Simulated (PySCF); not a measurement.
SMILES CC(C)(C)[Te]N at its GFN2-xTB optimised geometry (Å):

```
17

Te    -1.6036    -0.2104     0.0000
C      0.5966    -0.2104     0.0000
C      1.0375    -1.6633    -0.0132
C      1.0861     0.5174    -1.2383
C      1.0873     0.4948     1.2509
H      2.1260    -1.7240    -0.0136
H      0.6684    -2.1749    -0.9005
H      0.6683    -2.1910     0.8646
H      0.7661     0.0049    -2.1438
H      0.6943     1.5319    -1.2519
H      2.1755     0.5693    -1.2412
H      0.6963     1.5093     1.2832
H      0.7679    -0.0338     2.1473
H      2.1768     0.5460     1.2539
N     -1.6719     1.8517     0.0000
H     -2.1768     2.1910     0.8097
H     -2.1734     2.1907    -0.8120
```

Computed with B3LYP/def2-SVP, def2 effective core potentials past Kr (PySCF 2.14.0). The core electrons that the potentials of Te replace are not part of the density. Cells within 0.4 Å of a nucleus heavier than hydrogen are left out (blank, or x).

Map of the Laplacian of the electron density (e/bohr⁵), clipped to [-1.50, 1.50] on the plane z = 0.0 Å:

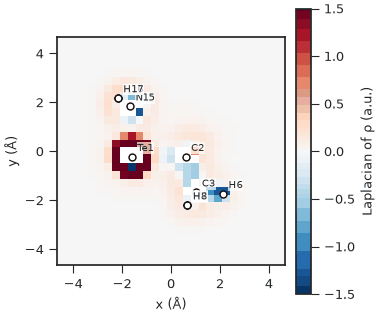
Laplacian of the electron density (e/bohr⁵), clipped to [-1.50, 1.50] on the plane z = 0.0 Å.
